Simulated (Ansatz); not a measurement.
The starting structures come from a database of crystals and need not be the phases stable at ambient conditions.

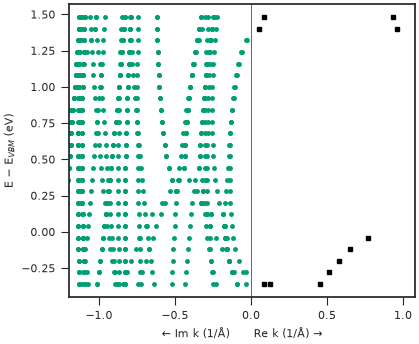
Complex bands at the centre of the two-dimensional zone; r2SCAN (Ansatz, a quantum-chemistry and plane-wave program)

No gap correction and no spin-orbit coupling; mid-gap values are interpolated between computed energies.

Problem. This is K₃Sb₂Au₃ (R-3m, not sure to be the ambient phase, 8 atoms a cell, 30.6 Å³ an atom) along the normal of (110). Read off the slowest decay at the centre of the two-dimensional zone at 0.60 eV, the computed energy nearest the middle of the gap.

Solution. κ ≈ 0.14 1/Å, a decay length 1/(2κ) of the density of 3.6 Å.
